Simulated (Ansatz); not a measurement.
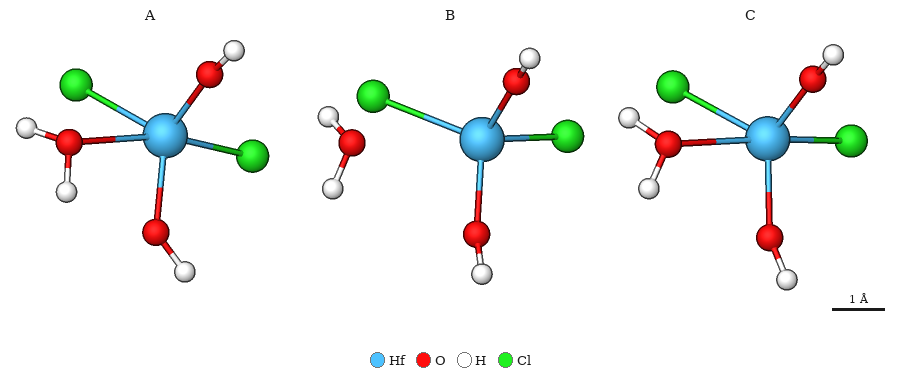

3 geometries from one relaxation of HfH4O3Cl2, in shuffled order. The picture is a ball-and-stick view, seen from a free direction.

The run prepares an end point of a later path (reaction) calculation, from a guessed geometry.

Computed with RKS PBE0/def2-SVP (Ansatz 0.2.0). (no spin polarisation; force threshold 0.03 eV/Å; at most 50 steps)

**Put them in the order of the run, from the start to the converged end.**

B, C, A. They are steps 0, 3, 14, at +47.4 kJ/mol, +14.1 kJ/mol relative to the last. The energy falls by 47.4 kJ/mol in 11 accepted moves (14 points after the start). Largest force component: 0.95 eV/Å at the start, 0.009 eV/Å at the end. The line search rejected the trial steps at points 4, 11, 13 of the run. The largest move after the best rigid fit is that of an H atom, 0.67 Å. By element the largest moves are H 0.67 Å, Cl 0.58 Å, O 0.52 Å, Hf 0.43 Å. Some distances before and after: H–Hf 3.628 → 2.714 Å, Hf–O 3.259 → 2.353 Å, H–Hf 3.298 → 2.873 Å, Cl–Hf 2.488 → 2.412 Å. New bonds form, among them: Hf–O (3.26 → 2.35 Å). Among the angles between lasting bonds that change: Hf–O–H 158.0° → 130.6°, Cl–Hf–O 105.1° → 96.4°, O–Hf–Cl 112.9° → 119.4°.

Limits of the set-up: the start holds two separate molecules, 2.6 Å apart at their closest, whose relative position is a soft coordinate and is computed without a dispersion correction.
